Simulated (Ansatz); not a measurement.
# CuH₄NO (SMILES [NH3+][Cu-][OH]): what the fields show

```xyz
7

N    -1.0476    0.6233   -0.2007
Cu    0.6436   -0.2612    0.0323
O     2.2626   -0.9918    0.1660
H    -1.7961   -0.0424   -0.3650
H    -1.0206    1.2539   -0.9962
H    -1.2983    1.1723    0.6155
H     2.2563   -1.7541    0.7481
```

Geometry: PBE0-D4/def2-TZVP.

All numbers below come from RKS PBE0-D4/def2-TZVPP (Ansatz 0.2.0).

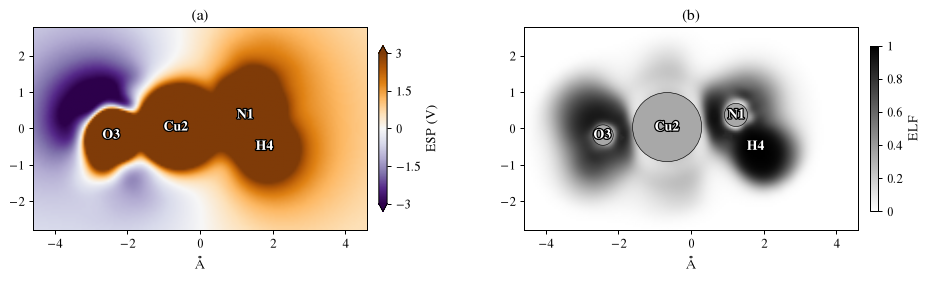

Figure 1. (a) electrostatic potential; (b) electron localisation function on the plane of atoms Cu2, N1 and H4. Grey discs cover the atomic cores in the ELF map.

Read the bonding off the picture.

The section cuts through N, Cu, O and H sites.
Cu–O (1.78 Å): the ELF peaks at about 0.85 in the valence shell of O, 0.6 Å from its nucleus, and is about 0.20 at the midpoint.
Cu–N (1.92 Å): the ELF peaks at about 0.95 in the valence shell of N, 0.6 Å from its nucleus, and is about 0.25 at the midpoint.
N–H (1.02 Å): the ELF climbs to about 1 towards the hydrogen, as it does in any bond to H (an ordinary covalent bond to hydrogen).
Outside the dense part of the molecule the potential is most negative (−3.9 V) near O3.

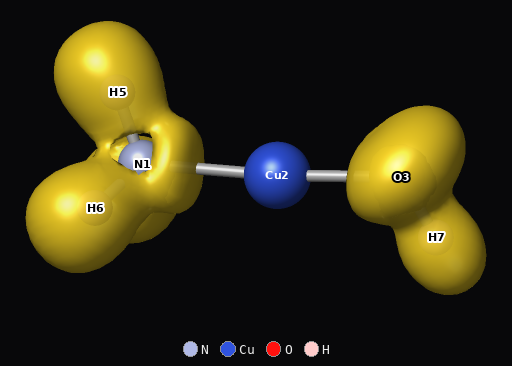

Figure 2. Isosurface of the electron localisation function at 0.75 (yellow), seen at a tilt. Only the valence region is drawn (cores and ρ < 0.01 e/Å³ removed).

Describe the localisation domains.

At this value the surface marks out one joined region spread over several atoms (H, N), in which their bonds and any lone pairs are merged and one joined region spread over several atoms (H, O), in which their bonds and any lone pairs are merged.

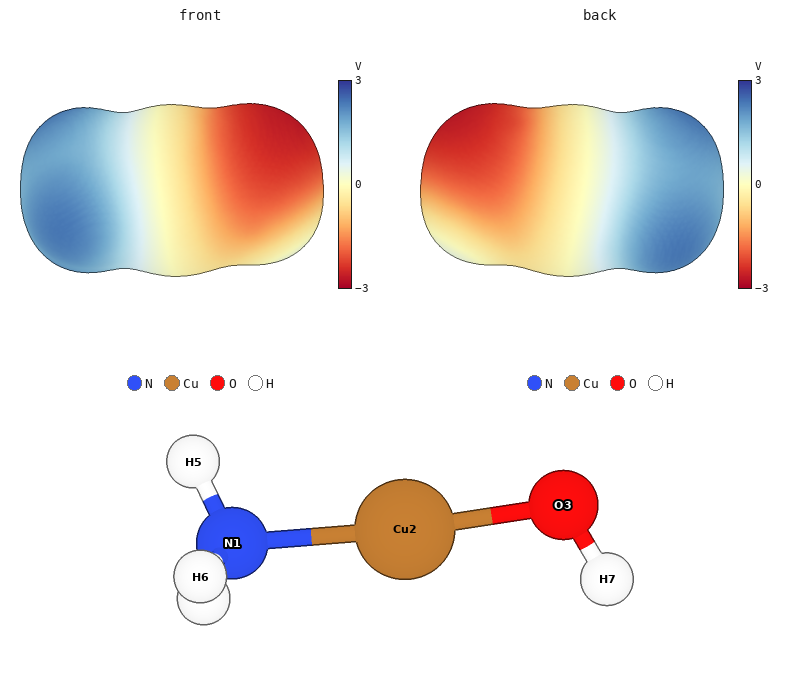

Figure 3. The molecular electrostatic potential painted on the density surface at 0.001 e/bohr³, seen from the front and from behind; red is negative and blue positive. The bare structure is drawn below in the same view.

Describe the electrostatic potential map.

The most negative region (about −2.7 V, or −62 kcal/mol for a unit charge) lies over O3, the most positive (about +2.3 V, or +53 kcal/mol for a unit charge) over H4, H5 and H6. O3 is the likeliest acceptor of a hydrogen bond.
